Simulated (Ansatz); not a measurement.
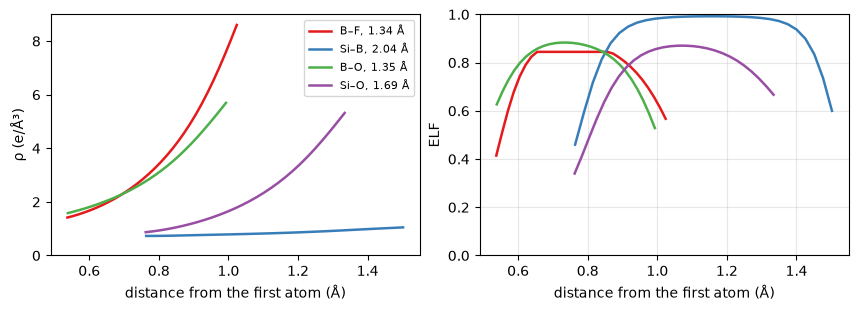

The picture shows: BFH6OSi2 (SMILES FB([SiH3])O[SiH3]). Total electron density and electron localisation function along straight lines between neighbouring atoms. The curves leave out the atomic cores.

Geometry: B3LYP-D3(BJ)/def2-SVP.

Computed with Ansatz, isolated molecule in a Gaussian basis; Kohn-Sham density functional theory, functional PBE0.

```xyz
11

B    -0.2861    0.2872   -0.2719
F    -0.3388    1.5586   -0.7011
O    -1.3415   -0.5138   -0.5111
Si    1.3732   -0.3748    0.7058
Si   -2.8259   -0.2647   -1.2883
H     1.2022   -1.7798    1.1773
H     2.5597   -0.3189   -0.2027
H     1.6660    0.4951    1.8857
H    -3.5938    0.7915   -0.5763
H    -3.5479   -1.5593   -1.2255
H    -2.5919    0.1290   -2.7033
```

Question: What kind of bonding do the profiles show?

Answer: B–F (1.34 Å): the density is about 2.1 e/Å³ at the midpoint; the ELF peaks at about 0.85 between the atoms: a polar covalent bond.
Si–B (2.04 Å): the density is about 0.79 e/Å³ at the midpoint; the ELF peaks at about 1 between the atoms, as expected for a shared electron pair.
B–O (1.35 Å): the density is about 2.2 e/Å³ at the midpoint; the ELF peaks at about 0.90 between the atoms; a short, strongly polar bond.
Si–O (1.69 Å): the density is about 1 e/Å³ at the midpoint; the ELF peaks at about 0.85 between the atoms (a shared but strongly polarised pair).
